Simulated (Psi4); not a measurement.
# SCAN/def2-SVP run of SiCNCl2F (SMILES N#C[Si](F)(Cl)Cl)

Aim: the vertical singlet–triplet gap of SiCNCl2F at SCAN/def2-SVP, from 2 runs. 

The results are computed with Psi4 1.11.

4 further runs of the same task are left out: 4 set aside as unsound or not needed. Runs told in other sessions of the task aren't counted.

## Step 1: The structure to begin with

SiCNCl2F: 6 atoms, total charge 0, spin state singlet. SMILES: `N#C[Si](F)(Cl)Cl`. The shape is that of a PBE0-D4/def2-TZVP optimisation.

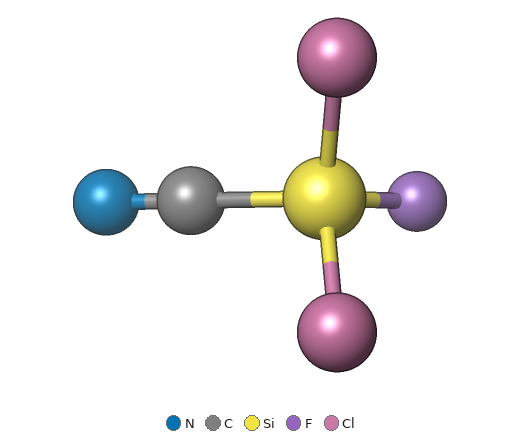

The structure, seen from a chosen angle (nitrogen blue, carbon grey, silicon yellow, fluorine purple, chlorine pink).

## Step 2: A single-point energy at SCAN/def2-SVP

File job.dat:

```
memory 1600 MB

molecule {
  N      1.752600    -1.361000     1.114200
  C      0.923100    -0.763300     0.585900
  Si    -0.381900     0.210300    -0.249400
  F     -1.471500    -0.801900    -0.758800
  Cl     0.422900     1.177100    -1.812500
  Cl    -1.203100     1.474700     1.074300
  units angstrom
  symmetry c1
}

set globals {
  basis def2-SVP
  reference rks
  puream true
  scf_type pk
  dft_radial_points 150
  dft_spherical_points 974
}

energy_value = energy("scan")
```

Run with:

```sh
$ psi4 job.dat job.out -n 1
```

job.out:

```text
[...]
  Running in c1 symmetry.
[...]
  Nuclear repulsion =  414.637220120483050
[...]
  Multiplicity = 1
[...]
  Nalpha       = 35
  Nbeta        = 35
[...]
    Number of basis functions: 96
[...]
   @RKS iter   1: -1402.05992733755716   -1.08362e-01   6.21999e-03 ADIIS/DIIS
[...]
   @RKS iter  10: -1402.23127310228097   -1.23257e-08   1.55737e-07 DIIS
[...]
    Orbital Energies [Eh]
    ---------------------
    Doubly Occupied:
       1A   -101.221957     2A   -101.221897     3A    -65.978302
       4A    -24.536738     5A    -14.209871     6A    -10.099710
       7A     -9.419330     8A     -9.419304     9A     -7.167262
      10A     -7.167243    11A     -7.161071    12A     -7.161049
      13A     -7.160986    14A     -7.160966    15A     -5.362361
      16A     -3.707086    17A     -3.706746    18A     -3.705047
      19A     -1.185458    20A     -0.894926    21A     -0.853715
      22A     -0.828926    23A     -0.593994    24A     -0.508484
      25A     -0.471862    26A     -0.466656    27A     -0.425404
      28A     -0.411321    29A     -0.368541    30A     -0.366224
      31A     -0.362448    32A     -0.350184    33A     -0.341368
      34A     -0.339501    35A     -0.333021
[...]
  @RKS Final Energy: -1402.23127310228097
   => Energetics <=
    Nuclear Repulsion Energy =            414.6372201204830503
    One-Electron Energy =               -2760.5716671870268328
    Two-Electron Energy =                1044.0008249139930285
    DFT Exchange-Correlation Energy =    -100.2976509497302544
    Empirical Dispersion Energy =           0.0000000000000000
    VV10 Nonlocal Energy =                  0.0000000000000000
    Total Energy =                      -1402.2312731022809658
[...]
 Multipole Moments:
 ------------------------------------------------------------------------------------
     Multipole            Electronic (a.u.)      Nuclear  (a.u.)        Total (a.u.)
 ------------------------------------------------------------------------------------
 L = 1.  Multiply by 2.5417464519 to convert [e a0] to [Debye]
 Dipole X            :         -1.9802283            1.5047054           -0.4755229
 Dipole Y            :          1.1930080           -0.5990592            0.5939488
 Dipole Z            :         -1.2376926            0.9091388           -0.3285539
 Magnitude           :                                                    0.8287610
[...]
```

Run time: 65 s. Hardware: 1 thread of Intel Xeon Platinum 8259CL at 2.50GHz (Skylake/Cascade Lake), shared host; peak memory 0.92 GiB.

## Step 3: The triplet, same level

File ccl2fnsi.inp:

```
memory 1.6 GB

molecule geom {
  0 3
  N      1.752600    -1.361000     1.114200
  C      0.923100    -0.763300     0.585900
  Si    -0.381900     0.210300    -0.249400
  F     -1.471500    -0.801900    -0.758800
  Cl     0.422900     1.177100    -1.812500
  Cl    -1.203100     1.474700     1.074300
  symmetry c1
}

set basis def2-SVP
set reference uks
set puream true
set scf_type pk
set dft_radial_points 150
set dft_spherical_points 974
set maxiter 100

e = energy("scan")
print_variables()
```

Run with:

```sh
$ psi4 ccl2fnsi.inp ccl2fnsi.out -n 1
```

ccl2fnsi.out:

```text
[...]
  Running in c1 symmetry.
[...]
  Nuclear repulsion =  414.637220120483050
[...]
  Multiplicity = 3
[...]
  Nalpha       = 36
  Nbeta        = 34
[...]
    Number of basis functions: 96
[...]
   @UKS iter   1: -1401.49677797146182    4.54787e-01   8.69411e-03 DIIS/ADIIS
[...]
   @UKS iter  14: -1402.01650663331975   -6.86657e-08   6.20355e-07 DIIS
[...]
   @S^2 Observed:                2.007269073E+00
[...]
    Orbital Energies [Eh]
    ---------------------
    Alpha Occupied:
       1A   -101.212990     2A   -101.212932     3A    -65.961007
       4A    -24.523276     5A    -14.234482     6A    -10.135395
       7A     -9.410218     8A     -9.410200     9A     -7.158047
      10A     -7.158043    11A     -7.152440    12A     -7.152429
      13A     -7.151883    14A     -7.151877    15A     -5.344210
      16A     -3.689041    17A     -3.688739    18A     -3.686866
      19A     -1.172537    20A     -0.971319    21A     -0.845079
      22A     -0.820325    23A     -0.596642    24A     -0.504549
      25A     -0.471122    26A     -0.456252    27A     -0.446399
      28A     -0.421748    29A     -0.404332    30A     -0.387190
      31A     -0.386366    32A     -0.355417    33A     -0.346304
      34A     -0.336685    35A     -0.326477    36A     -0.142415
[...]
  @UKS Final Energy: -1402.01650663331975
   => Energetics <=
    Nuclear Repulsion Energy =            414.6372201204830503
    One-Electron Energy =               -2760.6056616835394379
    Two-Electron Energy =                1044.3122984818155601
    DFT Exchange-Correlation Energy =    -100.3603635520789510
    Empirical Dispersion Energy =           0.0000000000000000
    VV10 Nonlocal Energy =                  0.0000000000000000
    Total Energy =                      -1402.0165066333197501
  UHF NO Occupations:
  HONO-2 :   34  A 1.9983067
  HONO-1 :   35  A 1.0000000
[...]
 Multipole Moments:
 ------------------------------------------------------------------------------------
     Multipole            Electronic (a.u.)      Nuclear  (a.u.)        Total (a.u.)
 ------------------------------------------------------------------------------------
 L = 1.  Multiply by 2.5417464519 to convert [e a0] to [Debye]
 Dipole X            :         -1.6584170            1.5047054           -0.1537116
 Dipole Y            :          0.9484724           -0.5990592            0.3494131
 Dipole Z            :         -1.0313816            0.9091388           -0.1222429
 Magnitude           :                                                    0.4008243
[...]
```

Wall time 2.1 min (1 thread of Intel Xeon Platinum 8259CL at 2.50GHz (Skylake/Cascade Lake), shared host); peak memory 0.92 GiB.

## Step 4: Outcome

Level: SCAN/def2-SVP.

| quantity | value |
| --- | --- |
| singlet: total energy | -1402.23127 Eh |
| singlet: dipole moment | 2.11 D |
| singlet: HOMO energy | -9.06 eV |
| singlet: LUMO energy | -2.08 eV |
| singlet: HOMO–LUMO gap | 6.98 eV |
| triplet: total energy | -1402.01651 Eh |
| triplet: dipole moment | 1.02 D |
| triplet: HOMO energy (highest over α and β) | -3.88 eV |
| triplet: ⟨S²⟩ | 2.007 |
| vertical energy of the triplet above the singlet | 5.844 eV |

At this shape the triplet lies 5.84 eV (135 kcal/mol) above the singlet.
